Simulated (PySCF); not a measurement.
Tetrafluoroethylene, SMILES FC(F)=C(F)F at its PBE0/def2-SVP optimised geometry (Å):

```
6

F      1.3811     1.0951     0.0001
C      0.6647     0.0000     0.0000
F      1.3809    -1.0953    -0.0001
C     -0.6647     0.0000     0.0000
F     -1.3811    -1.0951    -0.0002
F     -1.3808     1.0953     0.0000
```

Level of theory: PBE0/def2-TZVP (PySCF). Cells within 0.4 Å of a nucleus heavier than hydrogen are left out (blank, or x).

Map of the electron localisation function on the plane z = 0.0 Å:

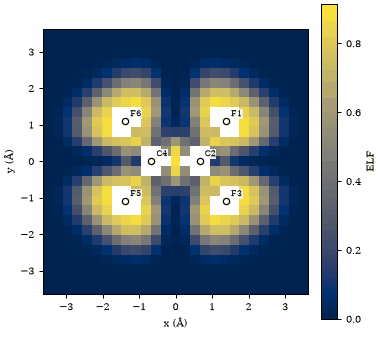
*Electron localisation function on the plane z = 0.0 Å.*
